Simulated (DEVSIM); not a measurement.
Structure: isotype n-n heterojunction Al0.2Ga0.8N/GaN, at 350 K.

| layer (left to right) | material | thickness (μm) | Nd (cm⁻³) | τn (s) | τp (s) |
|---|---|---|---|---|---|
| 1 | Al0.2Ga0.8N | 0.0400 | 7.1e17 | 4.2e-10 | 4.2e-10 |
| 2 | GaN | 0.900 | 7.2e17 | 4.2e-10 | 4.2e-10 |

Left contact: ohmic. Right contact: ohmic. Voltage is applied to the left contact. Recombination: SRH at mid-gap. Mobility is μmin + (μ − μmin)/(1 + (N/Nref)^α).

Constants are typed, rounded textbook-type inputs, not results; the design itself was drawn at random and stands for no fabricated device. Values at 300 K; Nc and Nv go as T^1.5, mobilities as T to minus their exponent, the gap by Varshni's rule with the affinity fixed.

```csv
parameter,Al0.2Ga0.8N,GaN
gap (eV),3.804,3.43
affinity (eV),3.838,4.1
permittivity,9.38,9.5
Nc (cm⁻³),2.3e18,2.3e18
Nv (cm⁻³),4.6e19,4.6e19
μn (cm²/Vs),624,1200
μp (cm²/Vs),30,100
"μn,min",55,55
"μp,min",3,3
"Nref,n",2e17,2e17
"Nref,p",3e17,3e17
αn,1,1
αp,2,2
T exponent of μn,1.5,1.5
T exponent of μp,2,2
Varshni α (eV/K),0.00091,0.00091
Varshni β (K),830,830
```

Simulated with DEVSIM: 1D drift-diffusion, Boltzmann statistics, complete ionisation; no tunnelling, impact ionisation, image-force lowering or self-heating. Band offsets follow the typed affinities; no thermionic-emission limit at abrupt steps, no polarisation charge.

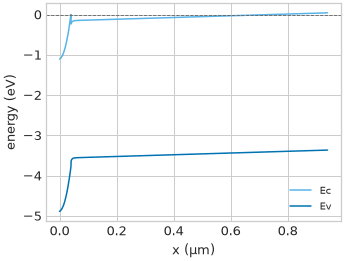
*Band edges at 1.15 V on the left contact*

Energies count from the Fermi level of the right contact; mesh points crowd at the junctions.

```csv
x (μm),Ec (eV),Ev (eV),n (cm⁻³),p (cm⁻³),field (V/cm)
0.000,-1.108,-4.890,7.1e17,< 1e2,60000
0.003446,-1.086,-4.868,3.6e17,< 1e2,72000
0.008748,-1.035,-4.817,8.8e16,< 1e2,120000
0.01691,-0.891,-4.673,1.3e16,< 1e2,230000
0.02870,-0.525,-4.307,6.7e15,< 1e2,390000
0.03490,-0.257,-4.040,5.5e15,< 1e2,470000
0.03892,-0.056,-3.838,4.9e15,< 1e2,530000
0.04335,-0.186,-3.594,2.4e18,< 1e2,98000
0.04959,-0.157,-3.565,9.4e17,< 1e2,20000
0.05955,-0.148,-3.556,7.4e17,< 1e2,4100
0.07810,-0.143,-3.551,7.2e17,< 1e2,2200
0.1277,-0.132,-3.540,7.2e17,< 1e2,2100
0.1980,-0.117,-3.525,7.2e17,< 1e2,2100
0.3217,-0.091,-3.499,7.2e17,< 1e2,2100
0.5879,-0.034,-3.442,7.2e17,< 1e2,2100
0.7420,-0.001,-3.409,7.2e17,< 1e2,2100
0.8296,0.018,-3.390,7.2e17,< 1e2,2100
0.8794,0.029,-3.379,7.2e17,< 1e2,2100
0.9144,0.037,-3.372,7.2e17,< 1e2,2100
0.9276,0.039,-3.369,7.2e17,< 1e2,2100
0.9346,0.041,-3.367,7.2e17,< 1e2,2100
0.9400,0.042,-3.366,7.2e17,< 1e2,2100
```
